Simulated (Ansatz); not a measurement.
Input file:

```
crystal:
  lattice:
    - [5.4647954731, 0.0, 0.0]
    - [-2.7323977366, 4.7326517062, 0.0]
    - [0.0, 0.0, 2.9657635314]
  atoms:
    - { symbol: Nb, position: [0.3333333333, 0.6666666667, 0.5] }
    - { symbol: Nb, position: [0.6666666667, 0.3333333333, 0.5] }
    - { symbol: C, position: [0.5, 0.0, 0.0] }
    - { symbol: C, position: [0.0, 0.5, 0.0] }
    - { symbol: C, position: [0.5, 0.5, 0.0] }
basis:
  ecutwfc: 420
kpoints:
  mp_grid: { grid: [12, 12, 12] }
  band_path:
    path:
      - [[0.0, 0.0, 0.0], [0.5, 0.0, 0.0], [0.33333333, 0.33333333, 0.0], [0.0, 0.0, 0.0], [0.0, 0.0, 0.5], [0.5, 0.0, 0.5], [0.33333333, 0.33333333, 0.5], [0.0, 0.0, 0.5]]
      - [[0.5, 0.0, 0.5], [0.5, 0.0, 0.0]]
      - [[0.33333333, 0.33333333, 0.5], [0.33333333, 0.33333333, 0.0]]
    npoints: 14
hamiltonian:
  xc: pbe
scf:
  occupations: { method: gaussian, width: 0.1 }
  n_extra_bands: 12
output:
  forces: true
  stress: true
  eigenvalues: true
  populations: true
  dos: { projected: true, de: 0.02, nscf_kmesh: { grid: [15, 15, 15] } }
  bader: true
  write_density: true
  write_potential: true
  elf: true
  volumetric_format: npy
```

Command:

```sh
ansatz run input.yaml --threads 1 --pin off --max-ram 2560MiB --backend cpu --events-out ev --progress --plain --runs-dir out
```

Below, planes, directions and counts refer to the conventional cell (a = 5.46 Å, b = 5.46 Å, c = 2.97 Å, α = 90.00°, β = 90.00°, γ = 120.00°).

Space group P6/mmm; a structure generated by program, which may or may not match a known phase.

Computed with Ansatz 0.2.0, DFT PBE, scalar-relativistic, plane waves, PAW.

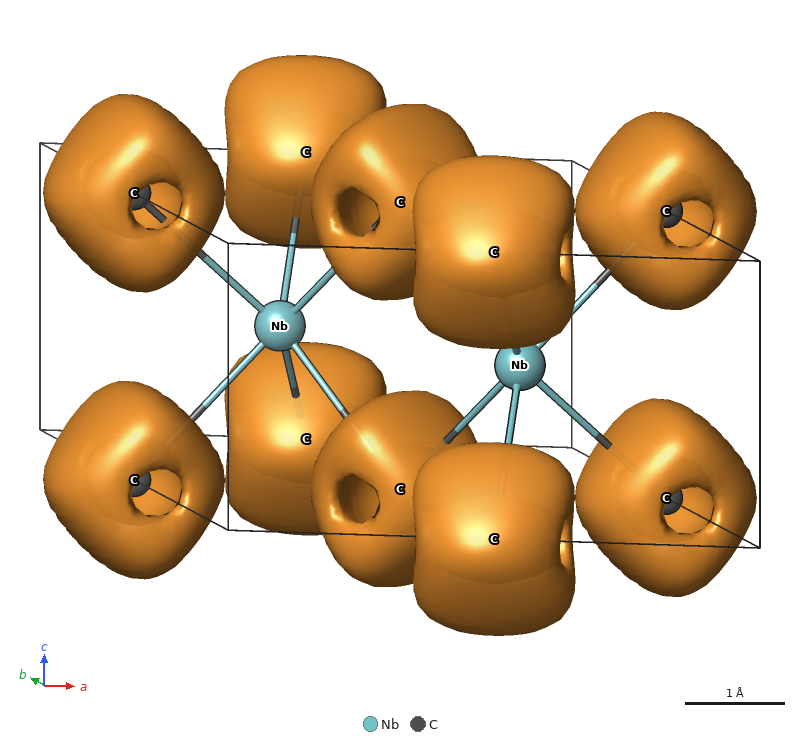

Nb$_{2}$C$_{3}$. Isosurface of the electron localisation function at 0.7 (orange), seen slightly off an axis. Core shells and regions of very low density are left out. Sticks mark near contacts.

Core electrons are frozen (PAW), and the valence fields are smoothed inside the atomic spheres.

Question: Describe the localisation domains.

Answer: The ELF exceeds this value in three regions wrapped around C (the valence shell of each), counted in one cell of 5 atoms. Regions shared between cells count once. Profiles from the grid: Nb–C (2.17 Å): the ELF peaks at about 0.85 in the valence shell of C, 0.6 Å from its nucleus, and is about 0.30 at the midpoint. Nb–Nb (2.97 Å): the ELF is about 0.20 at the midpoint (no localised pair shows between them).
